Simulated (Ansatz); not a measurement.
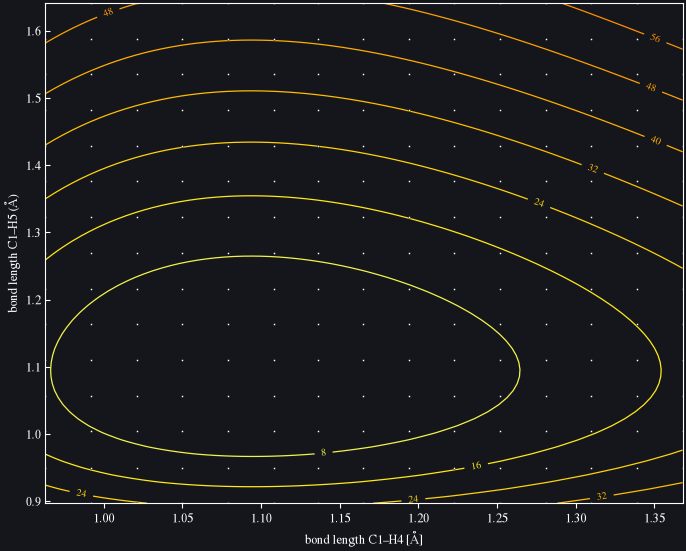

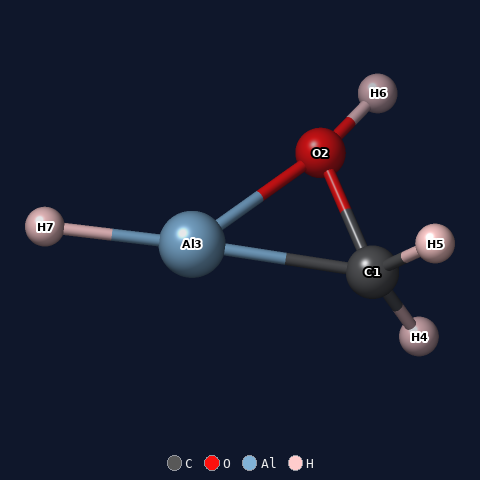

Energy landscape of CH4AlO, SMILES [CH2]1[OH+][AlH]1, charge +1. Coordinates scanned: (1) bond length C1–H4; (2) bond length C1–H5. Nothing is relaxed (all other coordinates rigid). The grid has 15 × 15 points. All energies are given in kcal/mol relative to the relaxed molecule at the same level. The reference is spin-restricted, which grows unreliable where a bond is stretched far. Computed with Ansatz 0.2.0, RKS PBE-D4/def2-TZVP.

In the figure: contour lines labelled in kcal/mol, dots at the grid points. Between grid points the surface is interpolated. The second picture is the structure at the lowest point.

### Describe this landscape.

The lowest grid point is at bond length C1–H4 = 1.108 Å, bond length C1–H5 = 1.110 Å, 0.16 kcal/mol from the relaxed molecule at the same level. It is the only kind of minimum in the scanned range. The highest grid point, bond length C1–H4 = 1.368 Å, bond length C1–H5 = 1.641 Å, lies 63.0 kcal/mol above the lowest. Round the minimum the contours are nearly round: the two directions are equally stiff and uncoupled.

The input of one point:

```yaml
crystal:
  periodic: [false, false, false]
  atoms:
    - { symbol: C, position_ang: [-0.648681, -0.049697, -0.585252] }
    - { symbol: O, position_ang: [-0.020729, 0.596044, 0.675689] }
    - { symbol: Al, position_ang: [1.046968, -0.723635, 0.016995] }
    - { symbol: H, position_ang: [-1.609522, -0.536283, -0.325092] }
    - { symbol: H, position_ang: [-0.736455, 0.703412, -1.395945] }
    - { symbol: H, position_ang: [-0.469405, 1.325937, 1.14657] }
    - { symbol: H, position_ang: [2.424694, -1.311156, 0.458798] }
total_charge: 1
basis:
  gaussian: { orbitals: def2-TZVP }
hamiltonian:
  xc: pbe
  dispersion: d4
output:
  forces: true
```

The whole map (225 points run) took 5.3 min on 1 thread of Intel(R) Xeon(R) 6975P-C (Granite Rapids), with other jobs on the host.
